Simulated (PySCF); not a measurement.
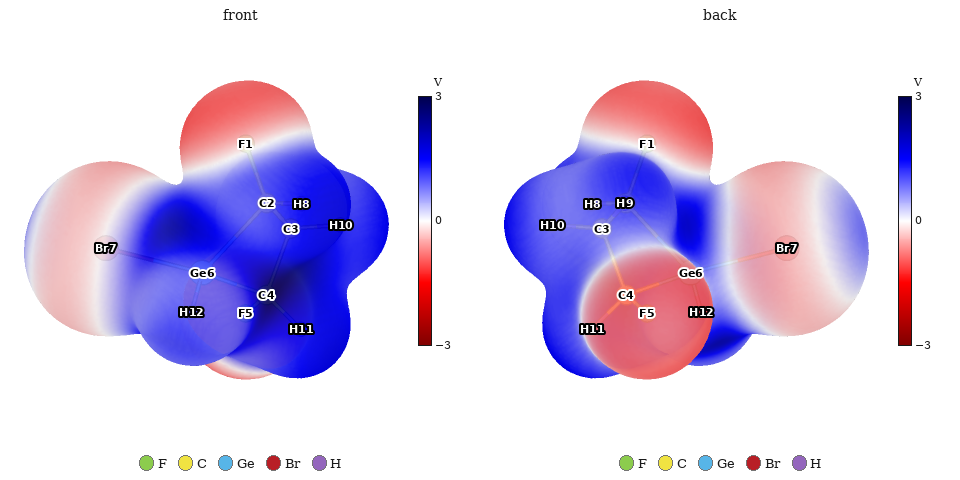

Figure 1: C₃H₅BrF₂Ge. The electrostatic potential painted on the density surface at 0.004 e/bohr³, seen from the front and from behind; the colour scale runs from red (negative) to blue (positive).

Geometry: GFN2-xTB.

The calculation used PBE0/def2-SVPD, SCF density, gas phase (PySCF 2.14.0).

Input

```
{"job": {"kind": "uv", "xc": "PBE0", "basis": "def2-SVPD", "nstates": 8, "ntriplets": 3}, "charge": 0, "multiplicity": 1}
F     -0.888799     2.171742    -0.014327
C      0.110947     1.236341    -0.014524
C     -0.057832     0.182309    -1.113674
C      0.340657    -1.120158    -0.412161
F     -0.458413    -2.177811    -0.754373
Ge     0.046007    -0.235176     1.413964
Br    -1.988599    -0.593588     2.379942
H      1.053835     1.785396    -0.071856
H     -1.115863     0.123309    -1.379605
H      0.515501     0.390469    -2.016309
H      1.370229    -1.427997    -0.609428
H      1.073529    -0.335522     2.566324
```

Run with:

```sh
OMP_NUM_THREADS=1 python probes_run.py task.json out
```

Question: Where is the surface potential most negative and most positive?

Answer: The most negative region (about −1.0 V) lies over F1 and F5, the most positive (about +2.7 V) over Ge6. Br7 shows a σ-hole: about +0.8 V at the tip opposite its bond, against about −0.4 V on its flanks.

Question: What dipole moment does the calculation give?

Answer: Its dipole moment is 3.22 D.
